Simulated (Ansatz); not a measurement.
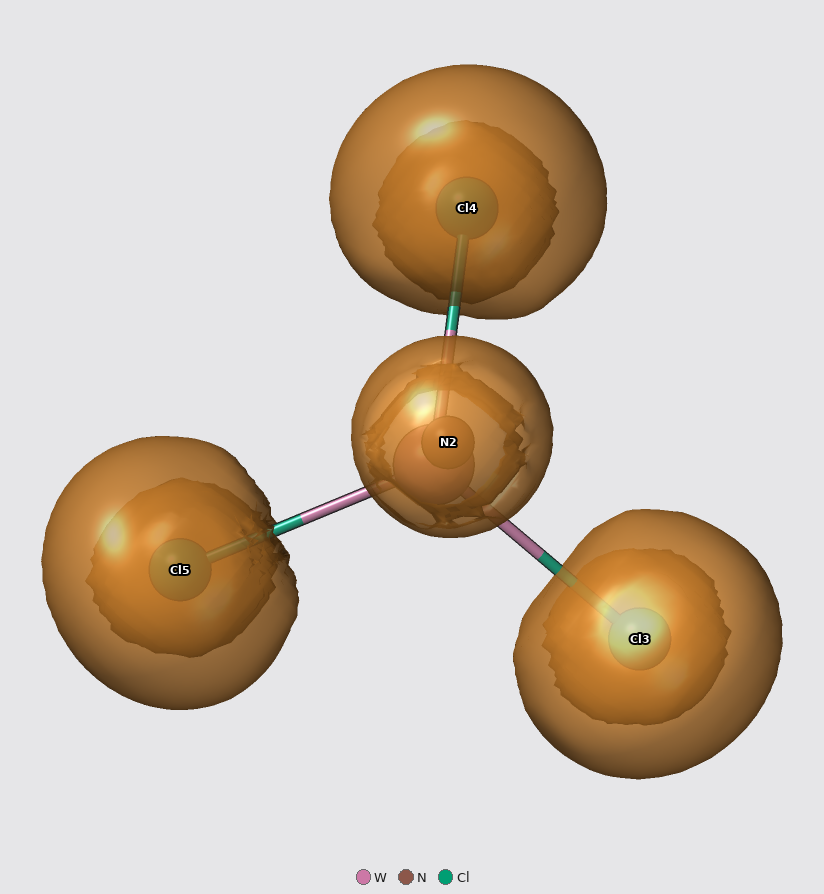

Cl₃NW (WNCl3). Isosurface of the ELF at 0.8 (orange), seen across its widest extent. Core shells and regions of very low density are left out.

Geometry: PBE0-D4/def2-SVP; core potentials replace the inner electrons of W.

Computed with RKS PBE0-D4/def2-TZVP in Ansatz 0.2.0.

Input file:

```
crystal:
  periodic: [false, false, false]
  atoms:
    - {symbol: W, position_ang: [0.000085, -0.000066, 0.007163]}
    - {symbol: N, position_ang: [0.007443, -0.013627, 1.658805]}
    - {symbol: Cl, position_ang: [2.191368, 0.009142, -0.565151]}
    - {symbol: Cl, position_ang: [-1.103235, 1.902164, -0.534839]}
    - {symbol: Cl, position_ang: [-1.095660, -1.897603, -0.565978]}
basis:
  gaussian: {orbitals: def2-TZVP, initial_orbitals: start.molden}
hamiltonian: {xc: pbe0, dispersion: d4}
scf: {omitted_lower_state_checks: [starts]}
output: {orbitals: {seedname: orbitals}}
```

Run with:

```sh
ansatz run in.yaml --threads 4 --pin off --events-out ev --progress --plain --max-ram 3916MiB
```

Q: What do the ELF domains correspond to?

A: The surface consists of one lobe on N, pointing away from the bonds (lone pairs) and three regions wrapped around Cl (the valence shell of each). Along the contacts the grid gives the following. W–N (1.65 Å): the ELF peaks at about 0.75 in the valence shell of N, 0.6 Å from its nucleus, and is about 0.45 at the midpoint. W–Cl (2.26 Å): the ELF peaks at about 0.85 in the valence shell of Cl, 0.8 Å from its nucleus, and is about 0.40 at the midpoint.
